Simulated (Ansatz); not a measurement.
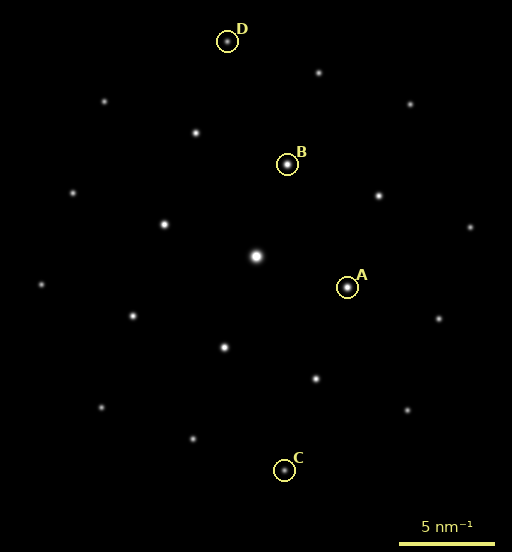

The pattern is a kinematic simulation for 200 kV electrons (no multiple scattering; isotropic B = 0.5 Å²). The zone axis points towards the electron source and the pattern is seen from the source side.

Crystal: Pt, space group Fm-3m (No. 225), a = 3.920 Å. Structure: the input geometry of an electronic-structure calculation (not necessarily at equilibrium).

```
Pt
1.0
     3.92000    0.00000    0.00000
     0.00000    3.92000    0.00000
     0.00000    0.00000    3.92000
Pt
4
Direct
  0.00000 0.00000 0.00000
  0.00000 0.50000 0.50000
  0.50000 0.00000 0.50000
  0.50000 0.50000 0.00000
```

Spot A is indexed -2 0 0 and spot B 0 -2 0.

**Give hkl for C, D.**

C = A − 2B = -2 4 0 (d = 0.877 Å). D = −A + 2B = 2 -4 0 (d = 0.877 Å).

**Which zone axis is this?**

The cross product of A and B is parallel to [001]; every spot obeys hu + kv + lw = 0.

**What are the spacings of A and B and the angle between them?**

d(A) = 1.960 Å, d(B) = 1.960 Å, and the angle is 90.0°.
